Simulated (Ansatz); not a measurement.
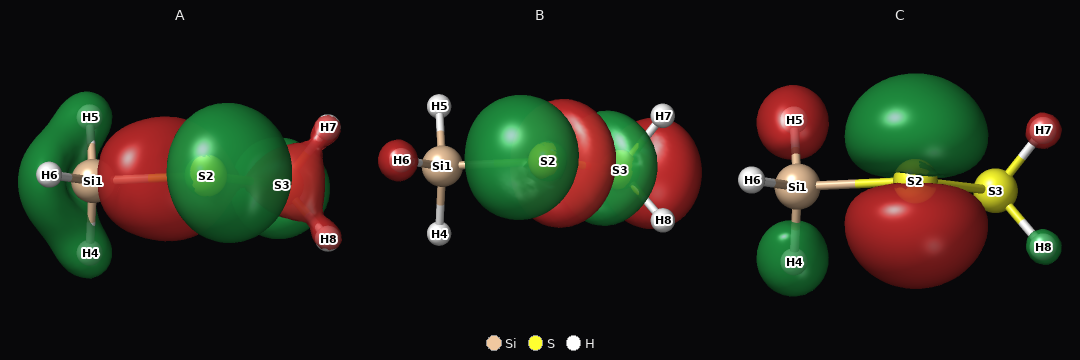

*H₅S₂Si (charge +1). Three frontier orbitals at ±0.1 Å⁻³ᐟ² (green and red are the two phases), in no order.*

Computed with Ansatz 0.2.0, RKS PBE0-D4/6-31G.

Input

```
crystal:
  periodic: [false, false, false]
  atoms:
    - { symbol: Si, position_ang: [-0.90851, 1.2363, -0.59609] }
    - { symbol: S, position_ang: [0.22533, 0.1913, 1.07152] }
    - { symbol: S, position_ang: [0.92528, -1.52806, 0.17384] }
    - { symbol: H, position_ang: [-1.90056, 0.22332, -0.929] }
    - { symbol: H, position_ang: [0.15071, 1.40258, -1.58204] }
    - { symbol: H, position_ang: [-1.33607, 2.39944, 0.1564] }
    - { symbol: H, position_ang: [2.22844, -1.48929, 0.56529] }
    - { symbol: H, position_ang: [0.61537, -2.43558, 1.14008] }
total_charge: 1
basis:
  gaussian: { orbitals: "6-31G" }
hamiltonian:
  xc: pbe0
  dispersion: d4
relax:
  f_tol: 0.015
  max_steps: 40
output:
  orbitals: {}
```

Run with:

```sh
ansatz run input.yaml --threads 1 --pin off --max-ram 2048MiB --backend cpu --events-out ev --progress --plain --runs-dir out
```

The fields are those of the relaxed geometry.

Order the three orbitals by energy and name them.

Answer. A is the HOMO−1 (−14.00 eV). It lies mainly on S2 (about 60 %), Si1 (about 15 %) and S3 (about 15 %). C is the HOMO (−12.82 eV). Its weight (Hirshfeld) is mainly on S2 (about 80 %); largely a lone pair of S2. B is the LUMO (−8.50 eV). It lies mainly on S2 (about 60 %) and S3 (about 35 %).

What is the HOMO–LUMO gap?

Answer. 4.32 eV between the orbital energies.
